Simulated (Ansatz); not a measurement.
# BN (F-43m): convergence test of the k-point mesh in Python

How fine a k-point mesh does BN (F-43m) need? Wanted for BN (F-43m): a convergence test of the k-point mesh.

All numbers are computed with Ansatz 0.2.0, driven from Python. Level of theory: DFT PBE, plane waves, PAW.

## Step 1: The system

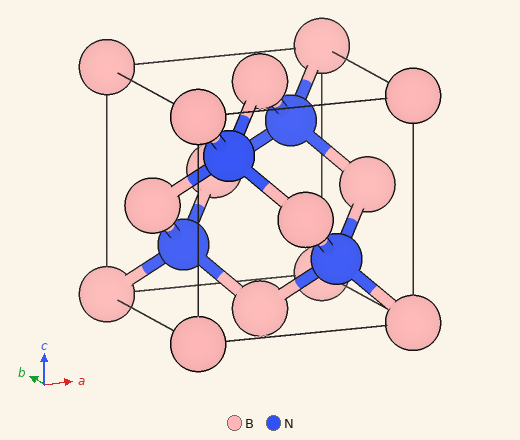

The starting structure, viewed slightly off an axis; boron pink, nitrogen blue. The cell is the conventional one. Atoms on cell faces are repeated.

The script holds or builds the structure itself.

## Step 2: The script

kconv.py reads:

```python
import ansatz as az
import matplotlib.pyplot as plt

cell = (
    az.Lattice.fcc(3.615)
    .space_group(216)
    .atom("B", (0.0, 0.0, 0.0))
    .atom("N", (0.25, 0.25, 0.75))
    .primitive()
)

calc = (
    cell.calculation()
    .functional(az.Functional.PBE)
    .pseudopotentials("paw")
    .basis(550)
    .occupations("Marzari-Vanderbilt", width=0.02)
    .scf(tolerance=1e-10)
)

rows = []
for value in [1.0, 0.6, 0.4, 0.3]:
    r = calc.kpoints(spacing=value).run().report
    rows.append((value, r["free_energy_ev"] / len(r["lattice"]["sites"]), r["n_iterations"], r["n_kpoints"]))

print("spacing (1/A)   F/atom (eV)    iterations      k-points")
for row in rows:
    print(f"{str(row[0]):>12s}  {row[1]:12.5f}  {row[2]:12d}  {row[3]:12d}")

for row in rows[:-1]:
    shift = 1000 * (row[1] - rows[-1][1])
    print(f"{row[0]}: {shift:+.2f} meV/atom" + ("  (within 5 meV)" if abs(shift) < 5 else ""))
plt.figure(figsize=(4.5, 3))
plt.plot([str(row[0]) for row in rows], [1000 * (row[1] - rows[-1][1]) for row in rows], "o-")
plt.xlabel("spacing (1/A)")
plt.ylabel("F - F(last) (meV/atom)")
plt.tight_layout()
plt.savefig("kconv.png", dpi=100)
```

## Step 3: Running it

Launch:

```
> python kconv.py
```

Output:

```text
spacing (1/A)   F/atom (eV)    iterations      k-points
         1.0    -271.10382             6             8
         0.6    -271.13889             6            16
         0.4    -271.14073             6            29
         0.3    -271.14086             6            56
1.0: +37.04 meV/atom
0.6: +1.97 meV/atom  (within 5 meV)
0.4: +0.13 meV/atom  (within 5 meV)
```

It took 3.2 s on 1 thread of Arm Neoverse V1, shared host; peak memory 0.36 GiB.

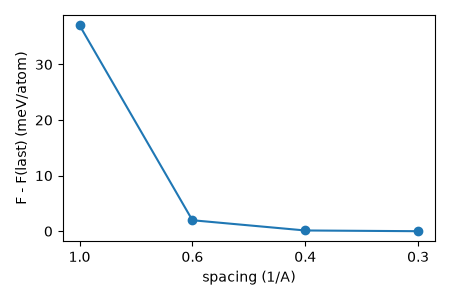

The script's own figure, kconv.png.

## Step 4: The runs side by side

The 4 runs, in the order started:

```
run  k spacing  energy from run 4 (meV/atom)  SCF cycles  CPU time (s)
  1          1                         37.04           6          0.27
  2        0.6                          1.97           6          0.28
  3        0.4                          0.13           6          0.38
  4        0.3                          0.00           6          0.66
```

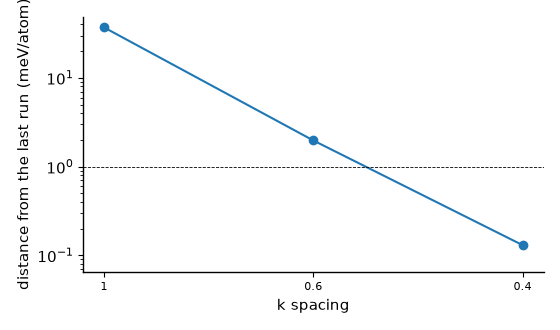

How far each run lies from the last one; the dashed line marks 1 meV/atom.

## Step 5: Summary of results

| quantity | value |
| --- | --- |
| runs compared | 4 |
| last run but one, from the last | +0.13 meV/atom |
| within 5 meV/atom of the last run from | 0.6 |

In words: From a spacing of 0.6 (6×6×6) on it stays within 5 meV an atom of the value at a spacing of 0.3 (11×11×11); the first row (a spacing of 1.0 (4×4×4)) is off by 37.0 meV and the last but one by 0.13 meV. Shifts are counted from the finest mesh, which is itself no proven limit.
